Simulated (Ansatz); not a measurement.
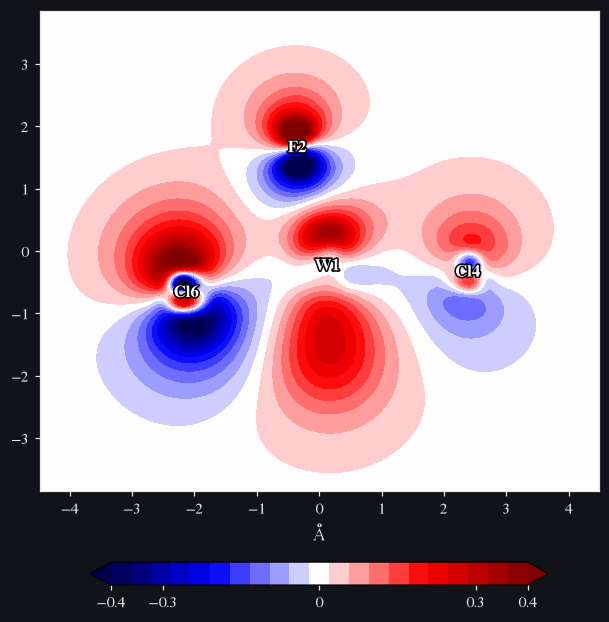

The picture shows: Cl2FH5OW. The HOMO−1 on the plane of atoms F2, W1 and Cl6 (values in Å⁻³ᐟ²; the overall sign is arbitrary).

Core potentials replace the inner electrons of W.

Computed with RKS r2SCAN-D4/def2-SVP (Ansatz 0.2.0).

| atom | x (Å) | y (Å) | z (Å) |
| --- | --- | --- | --- |
| W | -0.0959 | -0.1399 | 0.1676 |
| F | -0.7789 | -0.5609 | 1.9485 |
| H | 1.0019 | -0.4570 | -1.0938 |
| Cl | 0.8553 | 1.8978 | 0.2998 |
| H | -1.5495 | 0.6076 | -0.2350 |
| Cl | -0.8491 | -2.2239 | -0.4581 |
| H | -0.3886 | 0.1371 | -1.4700 |
| O | 1.6576 | -1.0440 | 1.3928 |
| H | 2.2556 | -1.7192 | 1.0418 |
| H | 1.2479 | -1.3924 | 2.2036 |

**Describe this orbital and give its energy.**

Its weight (Hirshfeld) is mainly on Cl6 (about 30 %), W1 (about 20 %), H3 (about 15 %), H5 (about 10 %), F2 (about 10 %) and Cl4 (about 5 %). Its energy is −7.50 eV.
